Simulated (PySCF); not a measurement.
## C6H8F3P: NMR shielding calculation

The run: NMR shielding calculation of C6H8F3P. Method and program: GIAO PBE0/pcSseg-1 NMR shielding, non-relativistic, IEF-PCM methanol (PySCF 2.14.0).

The geometry comes from this level: PBE0-D3(BJ)/def2-SVP. It belongs to a series of runs on one base structure; here: solvent methanol. Figures and captions count atoms from 1; the log counts them from 0 in places.

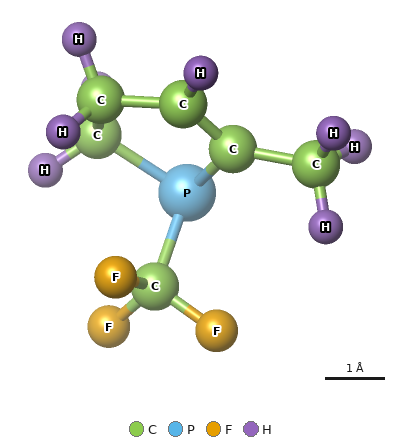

**Figure 1.** The input geometry (ball-and-stick view, seen at a tilt).

**Summary**

| quantity | value |
| --- | --- |
| outcome | converged |
| total energy | −873.583852 hartree |
| HOMO | −6.88 eV |
| LUMO | −0.23 eV |
| dipole moment | 3.42 D |
| isotropic shielding, C | 29.7 to 164.8 ppm |
| isotropic shielding, P | 306.8 ppm |
| isotropic shielding, F | 249.9 to 257.7 ppm |
| isotropic shielding, H | 24.5 to 29.2 ppm |
| hardware | 1 CPU thread, shared host |
| wall time | 39 s |
| peak memory | 1 GiB |

**Input file**
```
{"job": {"kind": "nmr", "xc": "PBE0", "basis": "pcSseg-1", "solvent": "methanol", "pop": false}, "charge": 0, "multiplicity": 1}
C      1.839705    -1.542344    -0.308133
C      0.902449    -0.381317    -0.290505
C      1.135389     0.835871     0.224302
C      0.026603     1.842847     0.195851
C     -1.063895     1.317176    -0.748856
P     -0.782333    -0.502843    -1.021710
C     -1.664290    -1.159179     0.521308
F     -1.439465    -0.452815     1.636283
F     -2.988488    -1.165953     0.329702
F     -1.278517    -2.417097     0.770920
H      2.035105    -1.880839    -1.338555
H      2.800357    -1.289304     0.163720
H      1.406362    -2.400781     0.230082
H      2.094517     1.086781     0.693002
H      0.388107     2.833718    -0.126632
H     -0.363160     1.980612     1.220038
H     -2.088359     1.502807    -0.393370
H     -0.983105     1.788020    -1.740941
```

The first line tells a small driver script what to run in PySCF; the rest is the geometry in Å.

Run as:
```bash
OMP_NUM_THREADS=1 python <driver script> task.json out
```

**The program's output**
```
coarse grid: 16360 points
cycle   1  E = -873.3605872696  dE =  1.445e+00  |g| = 8.858e-01  |ddm| = 3.943e+00
cycle   2  E = -873.2153210250  dE =  1.453e-01  |g| = 1.314e+00  |ddm| = 1.243e+00
cycle   3  E = -873.5039034006  dE = -2.886e-01  |g| = 5.531e-02  |ddm| = 7.478e-01
cycle   4  E = -873.5042775359  dE = -3.741e-04  |g| = 3.967e-02  |ddm| = 7.993e-02
cycle   5  E = -873.5046351453  dE = -3.576e-04  |g| = 1.055e-02  |ddm| = 4.119e-02
cycle   6  E = -873.5046594830  dE = -2.434e-05  |g| = 3.893e-03  |ddm| = 1.112e-02
cycle   7  E = -873.5046630796  dE = -3.597e-06  |g| = 5.747e-04  |ddm| = 3.593e-03
final grid: 156968 points
cycle   8  E = -873.5838297705  dE = -5.713e-05  |g| = 9.787e-03  |ddm| = 3.703e-02
cycle   9  E = -873.5838186633  dE =  1.111e-05  |g| = 1.248e-02  |ddm| = 1.780e-02
cycle  10  E = -873.5838518763  dE = -3.321e-05  |g| = 7.180e-04  |ddm| = 9.756e-03
cycle  11  E = -873.5838519728  dE = -9.648e-08  |g| = 2.795e-04  |ddm| = 7.841e-04
cycle  12  E = -873.5838519875  dE = -1.477e-08  |g| = 5.540e-05  |ddm| = 2.277e-04
cycle  13  E = -873.5838519881  dE = -5.277e-10  |g| = 2.704e-05  |ddm| = 7.539e-05
```

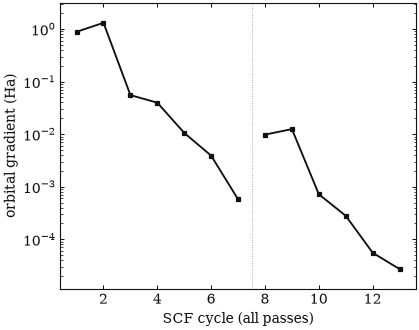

**Figure 2.** Convergence of the self-consistent field: orbital gradient against the SCF cycle. The dotted line marks the change from a coarse to the final integration grid. The first 7 cycles use a coarse grid, the final grid takes over at cycle 8, and the field converges after 13 cycles in all.

```
converged SCF energy = -873.5838519881

GIAO shielding tensors (ppm)
atom      isotropic    diamagn.    paramagn.     s11        s22        s33       span
  0 C      164.753     244.057     -79.304    149.175    158.955    186.130     36.955
  1 C       42.728     266.950    -224.222    -58.925     55.747    131.361    190.286
  2 C       29.722     253.041    -223.318    -73.134     42.497    119.804    192.938
  3 C      145.480     248.385    -102.905    117.595    150.337    168.509     50.915
  4 C      159.769     253.827     -94.058    134.009    166.813    178.484     44.475
  5 P      306.813     966.739    -659.926    256.478    296.176    367.785    111.307
  6 C       44.217     250.148    -205.931     30.575     43.774     58.302     27.727
  7 F      257.715     478.204    -220.489    176.043    251.894    345.209    169.166
  8 F      251.476     472.333    -220.857    167.950    253.895    332.583    164.633
  9 F      249.872     475.032    -225.160    168.394    252.130    329.091    160.698
 10 H       29.055      27.392       1.663     24.727     26.985     35.454     10.728
 11 H       28.926      28.389       0.537     24.369     27.359     35.051     10.682
 12 H       29.156      28.570       0.587     23.911     29.345     34.213     10.301
 13 H       24.538      31.996      -7.459     22.801     23.896     26.916      4.114
 14 H       28.450      28.856      -0.406     23.292     26.340     35.719     12.427
 15 H       28.300      29.927      -1.627     24.773     26.269     33.859      9.086
 16 H       28.991      30.048      -1.057     24.897     27.273     34.802      9.905
 17 H       29.052      30.172      -1.120     23.067     27.156     36.933     13.866
```

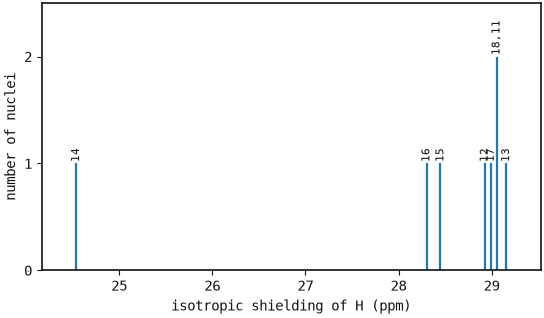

**Figure 3.** Isotropic shieldings of the hydrogen nuclei in this fixed geometry, labelled by atom number; shielding grows to the right, so chemical shift grows to the left. The least shielded is H14 (24.5 ppm), the most shielded H13 (29.2 ppm).
